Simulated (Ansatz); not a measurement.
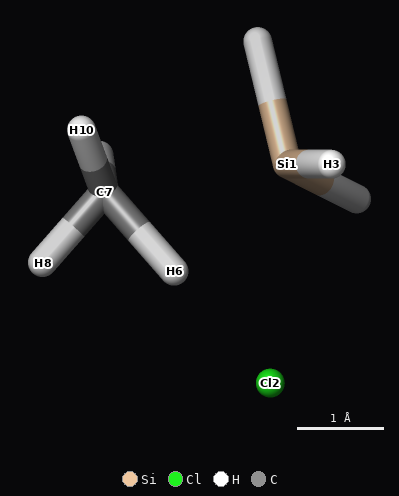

Fig. 1: The input geometry (stick view, seen at a tilt; atoms are numbered from 1 in the order of the input). Bond lengths as drawn: C–H 1.10 to 1.26 Å and H–Si 1.48 to 1.50 Å.

**Phonon calculation of CH₇ClSi**

CH₇ClSi, computed with UKS B3LYP/def2-SVP (Ansatz 0.2.0).

It belongs to a series of runs on one base structure; here: vibrations at the highest image of the band. Figures and captions count atoms from 1; the log counts them from 0 in places.

### Input
```yaml
crystal:
  periodic: [false, false, false]
  atoms:
    - { symbol: Si, position_ang: [-1.00715, 0.142048, -0.389159] }
    - { symbol: Cl, position_ang: [0.399238, -1.621003, -1.704091] }
    - { symbol: H, position_ang: [-1.011242, 0.854471, -1.68368] }
    - { symbol: H, position_ang: [-1.42373, 1.181119, 0.61535] }
    - { symbol: H, position_ang: [-1.880696, -1.016213, -0.108634] }
    - { symbol: H, position_ang: [0.676267, -0.575151, -0.305411] }
    - { symbol: C, position_ang: [0.886971, 0.169793, 0.692025] }
    - { symbol: H, position_ang: [1.88017, -0.315717, 0.653991] }
    - { symbol: H, position_ang: [0.438466, -0.068687, 1.665432] }
    - { symbol: H, position_ang: [1.041906, 1.249142, 0.564276] }
magnetization:
  spin_polarized: true
basis:
  gaussian: { orbitals: def2-SVP }
hamiltonian:
  xc: b3lyp
phonons: {}
```

Machine: 2 threads of Arm Neoverse V1, 24 GiB of memory available, shared host.

Run as:
```bash
ansatz run input.yaml --threads 2 --pin off --max-ram 3072MiB --backend cpu --events-out ev --progress --plain --runs-dir out
```

### Log
```
Engine: ansatz 0.2.0, aarch64-unknown-linux-gnu
Functional definition: B3LYP
  parameter a0 = 0.2
  parameter ax = 0.72
  parameter ac = 0.81
  exchange = (1 - a0 - ax)*slater_x + ax*b88_x + a0*exact_x
  correlation = (1 - ac)*vwn_rpa_c + ac*lyp_c
897 factors; integrals over basis functions are off by at most 4.9e-4 eV
mean field evaluation 1: about -21539.8227 eV, gradient 2.8e1 eV
mean field evaluation 2: about -21538.5859 eV, gradient 3.0e1 eV
mean field evaluation 4: about -21543.4906 eV, gradient 1.2e0 eV
mean field evaluation 8: about -21543.5038 eV, gradient 6.4e-3 eV
mean field -21543.50383488 eV, -791.7091632205 hartree, gradient 5.0e-5 eV, S^2 0.000000; 0 other end points of the search recorded, 0 dependent functions left out
the calculation of the forces begins
reference -21543.50408000 eV, -791.7091722286 hartree; 22, 22 occupied and 63, 63 virtual orbitals, 897 factors
these checks for a lower state are left out or cut short: stability, starts, cluster_reference, orbital_swaps, neighbouring_geometries, increment
897 factors; integrals over basis functions are off by at most 4.9e-4 eV
mean field evaluation 16: about -21543.5037 eV, gradient 7.3e-2 eV
mean field -21543.50371470 eV, -791.7091588038 hartree, gradient 2.9e-6 eV, S^2 0.000000; 0 other end points of the search recorded, 0 dependent functions left out
[... from here on the field's lines of each further geometry are left out, up to the last ...]
the calculation of the forces begins
reference -21543.50403779 eV, -791.7091706773 hartree; 22, 22 occupied and 63, 63 virtual orbitals, 897 factors
these checks for a lower state are left out or cut short: stability, starts, cluster_reference, orbital_swaps, neighbouring_geometries, increment
897 factors; integrals over basis functions are off by at most 4.9e-4 eV
mean field evaluation 352: about -21543.5039 eV, gradient 3.0e-6 eV
mean field -21543.50385046 eV, -791.7091637928 hartree, gradient 3.0e-6 eV, S^2 0.000000; 0 other end points of the search recorded, 0 dependent functions left out
the calculation of the forces begins
reference -21543.50409558 eV, -791.7091728009 hartree; 22, 22 occupied and 63, 63 virtual orbitals, 897 factors
WARN: phonons: modes at or below zero, which the zero-point energy, F, S and C_V leave out: 1, the lowest at -730.11 cm⁻¹. A minimum has none, and a first-order saddle one
Total energy: -21543.50408000 eV, -791.7091722286 hartree
Atom 0 at    -1.007150     0.142048    -0.389159 Å, force    -0.023563     0.009032     0.003748 eV/Å
Atom 1 at     0.399238    -1.621003    -1.704091 Å, force     0.000403    -0.001525    -0.000632 eV/Å
Atom 2 at    -1.011242     0.854471    -1.683680 Å, force     0.002874    -0.000109     0.002045 eV/Å
Atom 3 at    -1.423730     1.181119     0.615350 Å, force     0.002135    -0.002627    -0.001853 eV/Å
Atom 4 at    -1.880696    -1.016213    -0.108634 Å, force     0.001347     0.001355     0.000320 eV/Å
Atom 5 at     0.676267    -0.575151    -0.305411 Å, force     0.022560     0.002162    -0.000806 eV/Å
Atom 6 at     0.886971     0.169793     0.692025 Å, force    -0.005353    -0.002487     0.012839 eV/Å
Atom 7 at     1.880170    -0.315717     0.653991 Å, force    -0.005798     0.003629     0.002950 eV/Å
Atom 8 at     0.438466    -0.068687     1.665432 Å, force     0.003378    -0.003302    -0.007045 eV/Å
Atom 9 at     1.041906     1.249142     0.564276 Å, force     0.002017    -0.006128    -0.011566 eV/Å
Dipole moment:     0.013687     0.546405     0.655150 e Å
Vibrations: -730.11 210.11 249.21 285.75 324.22 408.64 603.74 607.82 724.25 808.51 971.07 1039.79 1045.78 1196.87 1219.74 1359.43 1421.95 1599.32 2144.55 2266.69 2309.82 3031.42 3126.97 3185.97 cm⁻¹, zero-point energy 1.868543 eV
```

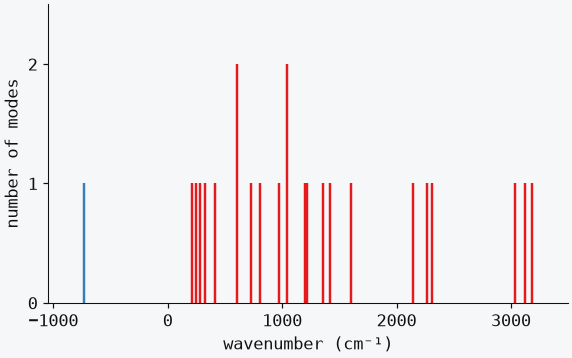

Fig. 2: Harmonic vibrational wavenumbers from the force constants; neighbouring modes closer than 18 cm⁻¹ are counted in one stick, and imaginary ones are drawn at negative wavenumbers. 24 modes from 730i to 3186 cm⁻¹, 1 imaginary beyond 8i (730i cm⁻¹): a first-order saddle point, if the geometry is stationary.

### Key numbers

| quantity | value |
| --- | --- |
| outcome | converged |
| total energy | −21543.5041 eV |
| mean-field energy | −21543.5041 eV |
| largest force (length of the vector) | 0.026 eV/Å |
| wall time | 93 s (CPU time 3 min) |
| peak memory | 0.22 GiB |
